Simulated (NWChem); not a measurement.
# [SiH3]− (SMILES [SiH3-]): levels of theory compared

We compute a comparison of 5 runs (HF/STO-3G, HF/3-21G, HF/def2-SVP, PBE0/6-31G*, TPSSh/aug-cc-pVDZ) of [SiH3]−. 

The calculation is run with NWChem 7.3.0.

## 1. The structure to begin with

The species is [SiH3]− (4 atoms), meant as a singlet with charge -1. SMILES: `[SiH3-]`. The shape is that of a PBE0-D4/def2-TZVPD optimisation.

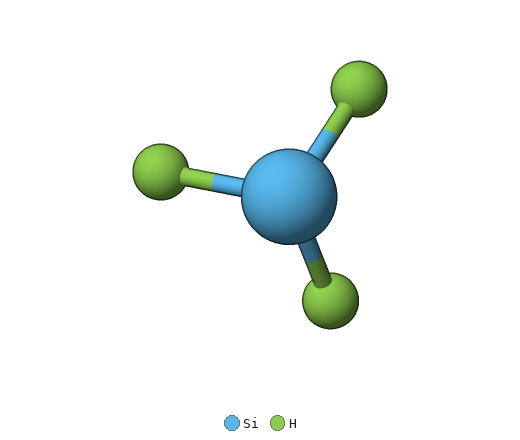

The structure, seen from a chosen angle (silicon blue, hydrogen green).

## 2. Energy and gradient at HF/STO-3G (run 1)

run.py

```python
from ase import Atoms
from ase.calculators.nwchem import NWChem

mol = Atoms(['Si', 'H', 'H', 'H'], positions=[
    [0.539700, -0.050700, -0.300900],
    [0.426600, 0.622300, 1.085900],
    [-0.298500, -1.283700, 0.106800],
    [-0.667800, 0.712200, -0.891800],
])

calc = NWChem(
    label='struct',
    theory='scf',
    memory='2200 mb',
    basis='STO-3G',
    basispar='spherical bse',
    charge=-1,
    scf={'nopen': '0', 'rhf': None, 'thresh': '1e-08', 'maxiter': '80', 'print': 'low'},
)
mol.calc = calc

forces = mol.get_forces()
print(f"energy = {mol.get_potential_energy():.6f} eV")
print("forces (eV/A):")
for s, f in zip(mol.symbols, forces):
    print(f"{s:2s} {f[0]:10.5f} {f[1]:10.5f} {f[2]:10.5f}")
```

Started as:

```console
$ export ASE_NWCHEM_COMMAND="nwchem PREFIX.nwi > PREFIX.nwo"
$ python run.py
```

The log of the run:

```text
energy = -7812.336941 eV
forces (eV/A):
Si   -1.47273    0.13853    0.81936
H    -0.15401   -0.68931   -1.32016
H     0.61681    1.33615   -0.28020
H     1.00993   -0.78532    0.78100
```

The calculator wrote struct.nwi:

```
title "struct"

permanent_dir struct

scratch_dir struct

start struct

geometry units angstrom nocenter noautosym noautoz
  Si 5.3969999999999996e-01 -5.0700000000000002e-02 -3.0090000000000000e-01
  H  4.2659999999999998e-01 6.2229999999999996e-01 1.0859000000000001e+00
  H  -2.9849999999999999e-01 -1.2837000000000001e+00 1.0680000000000001e-01
  H  -6.6779999999999995e-01 7.1220000000000006e-01 -8.9180000000000004e-01
end

charge -1

memory 2200 mb

basis spherical bse noprint
   * library STO-3G
end

scf
  nopen 0
  rhf
  thresh 1e-08
  maxiter 80
  print low
end

task scf gradient
```

struct.nwo:

```text
Northwest Computational Chemistry Package (NWChem) 7.3.0
             --------------------------------------------------------

           Job information
           ---------------

    nwchem branch   = 7.3.0
    use scalapack   = T
    input           = struct.nwi
    prefix          = struct.
    data base       = struct/struct.db
    status          = startup
    nproc           =        1

           Memory information
           ------------------

    heap     =     72089596 doubles =      550.0 Mbytes
    stack    =     72089601 doubles =      550.0 Mbytes
    global   =    144179200 doubles =     1100.0 Mbytes (distinct from heap & stack)
    total    =    288358397 doubles =     2200.0 Mbytes
    verify   = yes
    hardfail = no

           Directory information
           ---------------------

  0 permanent = struct
  0 scratch   = struct

                                NWChem Input Module
                                -------------------

                                      struct
                                      ------

[... 23 lines left out ...]
            Nuclear Dipole moment (a.u.)
[... 41 lines left out ...]
                                      struct

  ao basis        = "ao basis"
  functions       =    12
  atoms           =     4
  closed shells   =     9
  open shells     =     0
  charge          =  -1.00
  wavefunction    = RHF
  input vectors   = atomic
  output vectors  = struct/struct.movecs
  use symmetry    = F
  symmetry adapt  = F

 Forming initial guess at       0.0s

 Starting SCF solution at       0.0s

       Final RHF  results
       ------------------

         Total SCF energy =   -287.098089515321
      One-electron energy =   -436.828962901293
      Two-electron energy =    134.649888611901
 Nuclear repulsion energy =     15.080984774071

        Time for solution =      0.1s

                              NWChem Gradients Module
                              -----------------------

                         RHF ENERGY GRADIENTS

    atom               coordinates                        gradient
                 x          y          z           x          y          z
   1 Si      1.019885  -0.095809  -0.568619    0.028640  -0.002694  -0.015934
   2 H       0.806157   1.175976   2.052053    0.002995   0.013405   0.025673
   3 H      -0.564083  -2.425841   0.201823   -0.011995  -0.025984   0.005449
   4 H      -1.261959   1.345863  -1.685258   -0.019640   0.015272  -0.015188

 Task  times  cpu:        0.1s     wall:        0.1s
 Total times  cpu:        0.2s     wall:        0.2s
```

Run time: 1 s. Hardware: 1 thread of Intel Xeon 6975P-C (Granite Rapids), shared host; peak memory 0.099 GiB.

## 3. Energy and forces at HF/3-21G (run 2)

h3si.xyz

```xyz
4
H3Si gradient
Si     0.539700    -0.050700    -0.300900
H      0.426600     0.622300     1.085900
H     -0.298500    -1.283700     0.106800
H     -0.667800     0.712200    -0.891800
```

run.py

```python
from ase.io import read
from ase.calculators.nwchem import NWChem

system = read('h3si.xyz')

calc = NWChem(
    label='h3si',
    theory='scf',
    memory='2200 mb',
    basis='3-21G',
    basispar='spherical bse',
    charge=-1,
    scf={'nopen': '0', 'rhf': None, 'thresh': '1e-08', 'maxiter': '80'},
)
system.calc = calc

forces = system.get_forces()
e = system.get_potential_energy()
print(f"E = {e:.6f} eV")
print("forces (eV/A):")
for s, f in zip(system.symbols, forces):
    print(f"{s:2s} {f[0]:10.5f} {f[1]:10.5f} {f[2]:10.5f}")
print("dipole (e A):", system.get_dipole_moment().round(4))
```

Started as:

```console
$ export ASE_NWCHEM_COMMAND="nwchem PREFIX.nwi > PREFIX.nwo"
$ python run.py
```

The log of the run:

```text
E = -7866.380813 eV
forces (eV/A):
Si    0.12809   -0.01198   -0.07271
H     0.07816    0.12506    0.22137
H    -0.06649   -0.25567    0.02535
H    -0.13971    0.14259   -0.17401
dipole (e A): [-0.4977  0.0467  0.2776]
```

The calculator wrote h3si.nwi:

```
title "h3si"

permanent_dir h3si

scratch_dir h3si

start h3si

geometry units angstrom nocenter noautosym noautoz
  Si 5.3969999999999996e-01 -5.0700000000000002e-02 -3.0090000000000000e-01
  H  4.2659999999999998e-01 6.2229999999999996e-01 1.0859000000000001e+00
  H  -2.9849999999999999e-01 -1.2837000000000001e+00 1.0680000000000001e-01
  H  -6.6779999999999995e-01 7.1220000000000006e-01 -8.9180000000000004e-01
end

charge -1

memory 2200 mb

basis spherical bse noprint
   * library 3-21G
end

scf
  nopen 0
  rhf
  thresh 1e-08
  maxiter 80
end

task scf gradient
```

h3si.nwo, shortened:

```text
[...]
      One-electron energy =   -435.385893185032
[... 1 line left out ...]
 Nuclear repulsion energy =     15.080984774071
[... 27 lines left out ...]
                       ROHF Final Molecular Orbital Analysis
[... 171 lines left out ...]
     1   1 0 0     -0.940555      0.000000     13.258507
[...]
  wavefunction    =   RHF
                         RHF ENERGY GRADIENTS
    atom               coordinates                        gradient
                 x          y          z           x          y          z
   1 Si      1.019885  -0.095809  -0.568619   -0.002491   0.000233   0.001414
   2 H       0.806157   1.175976   2.052053   -0.001520  -0.002432  -0.004305
   3 H      -0.564083  -2.425841   0.201823    0.001293   0.004972  -0.000493
   4 H      -1.261959   1.345863  -1.685258    0.002717  -0.002773   0.003384
[...]
```

It took 0.98 s on 1 thread of Intel Xeon 6975P-C (Granite Rapids), shared host; peak memory 0.099 GiB.

Runs 3 to 4 aren't shown in full; the table further down has their settings and results.

## 4. Energy and gradient at TPSSh/aug-cc-pVDZ (run 5)

test.nw

```
start test
memory total 2200 mb
charge -1
geometry units atomic noautosym nocenter noautoz
  Si     1.01988519    -0.09580911    -0.56861859
  H      0.80615716     1.17597657     2.05205360
  H     -0.56408325    -2.42584143     0.20182275
  H     -1.26195911     1.34586295    -1.68525776
end
basis "ao basis" spherical bse
  * library aug-cc-pVDZ
end
dft
  xc xctpssh
  grid xfine
  convergence energy 1e-08
  maxiter 100
  mulliken
end
task dft gradient
```

Started as:

```console
$ nwchem test.nw > test.out
```

The log of the run:

```text
[...]
          Wavefunction type:  closed shell.
          No. of atoms     :     4
          No. of electrons :    18
[...]
          Charge           :    -1
          Spin multiplicity:     1
[...]
          AO basis - number of functions:    54
[...]
              XC Information
              --------------
                  TPSS hybrid Method XC Functional
                     Hartree-Fock (Exact) Exchange  0.100
                  TPSS metaGGA Exchange Functional  0.900
             TPSS03 metaGGA Correlation Functional  1.000
[...]
 d= 0,ls=0.0,diis     1   -291.0707007836 -3.06D+02  9.27D-02  1.41D+00     1.5
[...]
 d= 0,ls=0.0,diis     8   -291.2977781082 -1.25D-10  5.32D-07  1.32D-10     9.3
         Total DFT energy =     -291.297778108164
      One electron energy =     -436.897704531525
           Coulomb energy =      152.674343347838
    Exchange-Corr. energy =      -22.155400592313
 Nuclear repulsion energy =       15.080983667835
[...]
      Total Density - Mulliken Population Analysis
     ---------------------------------------------
    Atom       Charge   Shell Charges
 -----------   ------   -------------------------------------------------------
    1 Si  14    14.99   2.00  2.03  0.76  1.00  0.05  6.01  1.38  1.38  0.20  0.13  0.06
    2 H    1     1.00   0.73  0.21  0.04  0.01  0.01
    3 H    1     1.00   0.73  0.21  0.04  0.01  0.01
    4 H    1     1.00   0.73  0.21  0.04  0.01  0.01
[...]
  wavefunction    = closed shell
                         DFT ENERGY GRADIENTS
    atom               coordinates                        gradient
                 x          y          z           x          y          z
   1 Si      1.019885  -0.095809  -0.568619   -0.000353   0.000032   0.000220
   2 H       0.806157   1.175977   2.052054   -0.000941  -0.001076  -0.001807
   3 H      -0.564083  -2.425841   0.201823    0.000328   0.002268  -0.000081
   4 H      -1.261959   1.345863  -1.685258    0.000966  -0.001225   0.001668
[...]
```

It took 13 s on 1 thread of Intel Xeon 6975P-C (Granite Rapids), shared host; peak memory 0.12 GiB.

## 5. All runs side by side

| run | level | iteration cap | module | energy (Eh) | largest force (eV/Å) | wall time |
| --- | --- | --- | --- | --- | --- | --- |
| 1 | HF/STO-3G | 80 | scf | -287.098090 | 1.691 | 1 s |
| 2 | HF/3-21G | 80 | scf | -289.084165 | 0.266 | 0.98 s |
| 3 | HF/def2-SVP | 80 | scf | -290.533098 | 0.095 | 1 s |
| 4 | PBE0/6-31G* (spherical functions) | 100 | dft | -291.117023 | 0.190 | 2.9 s |
| 5 | TPSSh/aug-cc-pVDZ | 100 | dft | -291.297778 | 0.118 | 13 s |

## 6. Summary of results

```
                                                    quantity          value
                                         run 5: total energy  -291.29778 Eh
                                          run 5: HOMO energy        0.54 eV
                                          run 5: LUMO energy        3.33 eV
run 5: HOMO–LUMO gap (to an unbound level, set by the basis)        2.78 eV
                             run 5: largest force on an atom     0.118 eV/Å
```

Over runs 2, 3, 4, 5 the HOMO–LUMO gap runs from 2.78 eV (TPSSh/aug-cc-pVDZ) to 12.20 eV (HF/3-21G). The two ends differ in method and basis. The empty levels of an anion lie above zero and hang on the basis. Totals of different functionals can't be ranked against each other. In runs 4, 5 the HOMO lies above zero, so the outermost electron may be held by the basis alone. In run 1 the basis is minimal, so the values are rough. All runs together took 19 s, the longest 13 s.
